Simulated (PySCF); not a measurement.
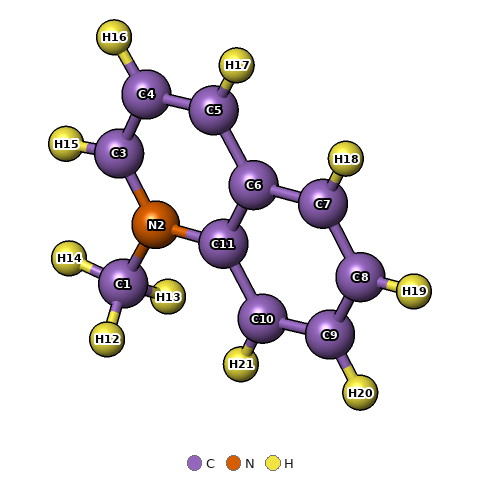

The molecule: C₁₀H₁₀N⁺, SMILES C[n+]1cccc2ccccc21.

GIAO shifts, PBE0/pcSseg-1, PySCF, at a PBE0-D3(BJ)/def2-SVP geometry (no frequency check), against TMS for ¹³C and TMS for ¹H computed at the same level. Gas phase, fully decoupled, line heights follow the number of nuclei, widths are arbitrary (no quadrupolar broadening); values of one conformer, averaged over methyl-type rotors and exact or near symmetry.

Which ¹³C signals does it give?

Answer. 10 signals.


```csv
δ (ppm),nuclei,atoms
158.0,1,C5
152.5,1,C3
147.6,1,C9
141.9,1,C11
140.2,1,C8
139.5,1,C7
133.0,1,C6
126.3,1,C4
121.8,1,C10
46.8,1,C1
```

The order of signals that lie close, as those under 2 ppm apart, is within the error of the method.

How many ¹H lines appear, and where?

Answer. 8 signals.


| δ (ppm) | nuclei | atoms |
| --- | --- | --- |
| 9.26 | 1 | H17 |
| 8.89 | 1 | H20 |
| 8.74 | 1 | H18 |
| 8.68 | 1 | H19 |
| 8.67 | 1 | H15 |
| 8.34 | 1 | H21 |
| 8.19 | 1 | H16 |
| 4.57 | 3 | H12, H13, H14 |

The order of signals that lie close, as those under 0.08 ppm apart, is within the error of the method.

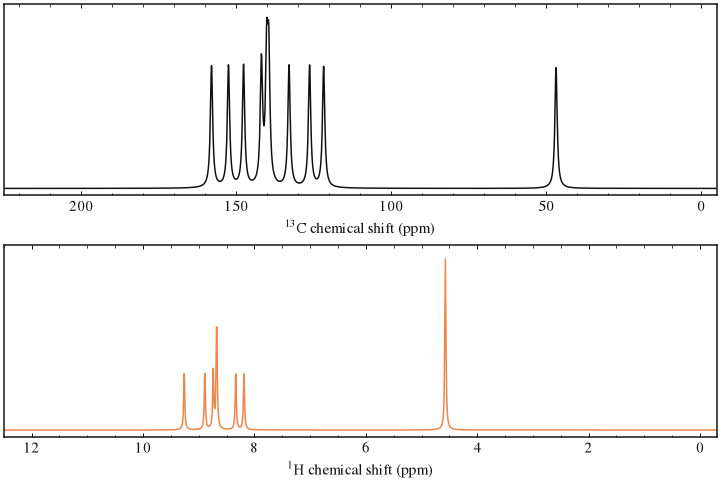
